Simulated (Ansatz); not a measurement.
# Calculations on BNH₃

**1. Relaxation**

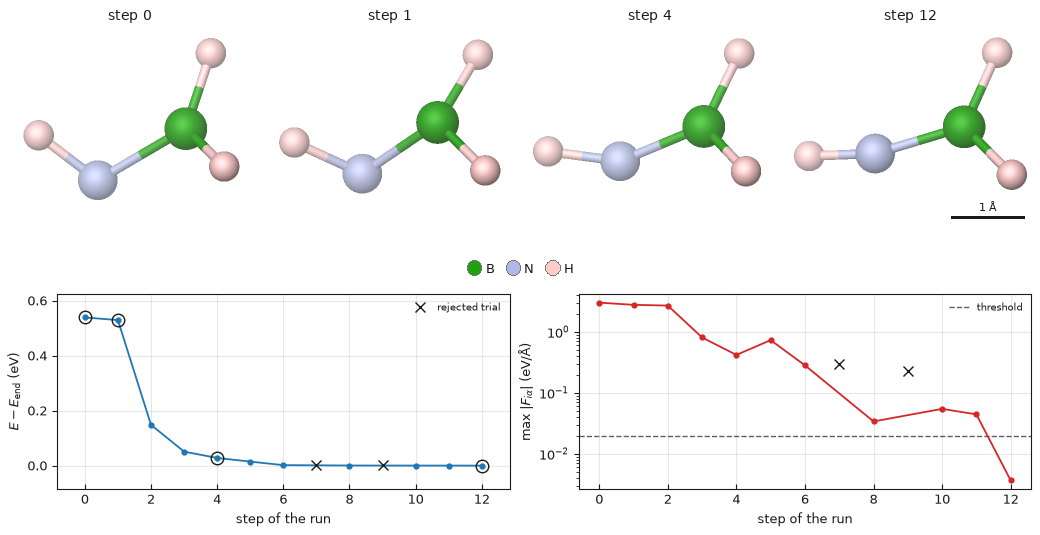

Frames of a relaxation of BNH3 (multiplicity 2), marked on the history of the run. A ball-and-stick model, seen at a tilt.

The run prepares an end point of a later path (hydrogen shift) calculation, from a guessed geometry.

These are results of Ansatz 0.2.0, UKS PBE0-D4/def2-TZVP, not measurements. Settings: collinear spin; force threshold 0.02 eV/Å; at most 50 steps.

What happens along the run?

The energy falls by 0.539 eV in 10 accepted moves (12 points after the start). Largest force component: 3 eV/Å at the start, 0.0037 eV/Å at the end. The line search rejected the trial steps at points 7, 9 of the run. The atom that moves furthest after the best rigid fit is the N atom (0.46 Å). By element the largest moves are N 0.46 Å, H 0.40 Å, B 0.09 Å. Near-neighbour distances that change, for instance: B–N 1.508 → 1.329 Å, B–H 1.147 → 1.210 Å, B–H 1.171 → 1.203 Å, H–N 1.029 → 0.999 Å. Bond angles that change, for instance: B–N–H 108.3° → 163.6°, N–B–H 115.6° → 121.4°, N–B–H 124.3° → 118.7°. From step 0 to 1: the B atom moves most (0.20 Å), energy −0.010 eV. From step 1 to 4: the N atom moves most (0.23 Å), energy −0.501 eV. From step 4 to 12: the N atom moves most (0.26 Å), energy −0.028 eV.

**2. Relaxation**

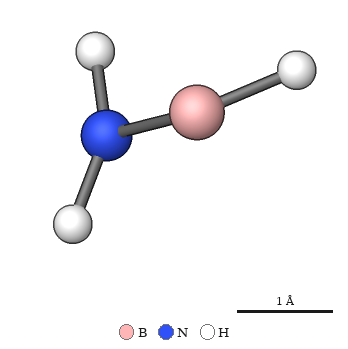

Starting structure of BNH$_{3}$ (multiplicity 2). The picture is a ball-and-stick view, seen at a tilt.

The run prepares an end point of a later path (hydrogen shift) calculation, from a guessed geometry.

Computed with UKS PBE0-D4/def2-TZVP in Ansatz 0.2.0.

Input file:
```yaml
crystal:
  periodic: [false, false, false]
  atoms:
    - { symbol: B, position_ang: [-0.2411, -0.4189, -0.0968] }
    - { symbol: "N", position_ang: [0.8957, 0.5506, -0.299] }
    - { symbol: H, position_ang: [-0.4351, -0.9945, 0.8756] }
    - { symbol: H, position_ang: [1.17626, 0.2638, -1.2585] }
    - { symbol: H, position_ang: [0.853, 1.2589, 0.4464] }
magnetization:
  spin_polarized: true
  initial_magnetization: 1
basis:
  gaussian: { orbitals: def2-TZVP }
hamiltonian:
  xc: pbe0
  dispersion: d4
relax:
  f_tol: 0.02
  max_steps: 50
```

Command:
```bash
ansatz run input.yaml --threads 2 --pin off --max-ram 3072MiB --backend cpu --events-out ev --progress --plain --runs-dir out
```

Question: What does the optimiser find from here?

Answer: Over 6 geometry steps the energy falls by 1.513 eV. Largest force component: 4.4 eV/Å at the start, 0.011 eV/Å at the end. H4 moves most after the best rigid fit: 0.31 Å. Largest moves by element: H 0.31 Å, B 0.29 Å, N 0.19 Å. Near-neighbour distances that change, for instance: B1–N2 1.508 → 1.374 Å, B1–H3 1.147 → 1.195 Å, N2–H4 1.040 → 1.007 Å, N2–H5 1.029 → 1.011 Å. Bond angles that change, for instance: H4–N2–H5 150.4° → 113.2°, B1–N2–H4 98.6° → 123.1°, B1–N2–H5 108.3° → 123.7°. Groups turn about B1–N2 by about 50°. The run took 7.2 s on 2 threads of AMD EPYC 7R13 Processor (Zen 3), on a shared host, peak memory 0.15 GiB.

The structure at the end:

```xyz
5

B    -0.0564   -0.6475   -0.0728
N     0.7545    0.4296   -0.3361
H    -0.6147   -0.8521    0.9641
H     1.2103    0.5714   -1.2226
H     0.9551    1.1584    0.3352
```

After the run, drawn alike:

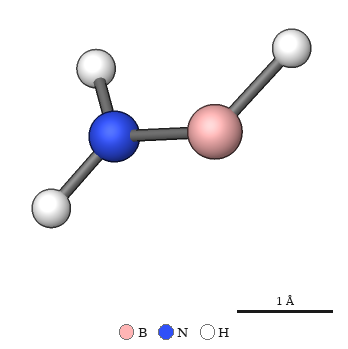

**3. Path**

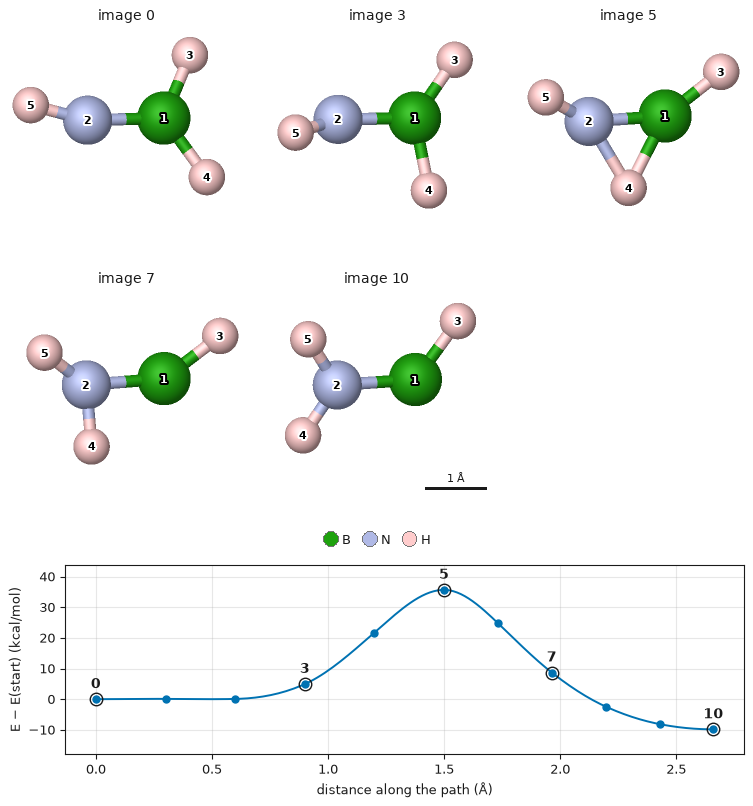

NEB run on BNH3 (multiplicity 2). Images are numbered from 0 (start) to 10 (end). The picture is a ball-and-stick view, seen at a tilt.

Computed with Ansatz 0.2.0, UKS PBE0-D4/def2-TZVP. Settings: 9 movable images; climbing image; force threshold 0.03 eV/Å; iteration limit 60; starting path through a guess of the saddle point.

Read off the barrier and say what moves.

Answer. The highest point, image 5, lies 35.7 kcal/mol above the start and 45.5 kcal/mol above the end; the end is at −9.8 kcal/mol relative to the start. A hydrogen atom shifts from one atom to another. Breaking: B1–H4 (1.20 → 1.35 at the top → 2.10 Å). Forming: N2–H4 (2.21 → 1.28 at the top → 1.01 Å). The band converged in 16 iterations. The largest component of the band force went from 4 to 0.023 eV/Å. The climbing image converged on the top of the path. Its vibrational analysis gives one imaginary mode (1782i cm⁻¹), as a transition state must have.
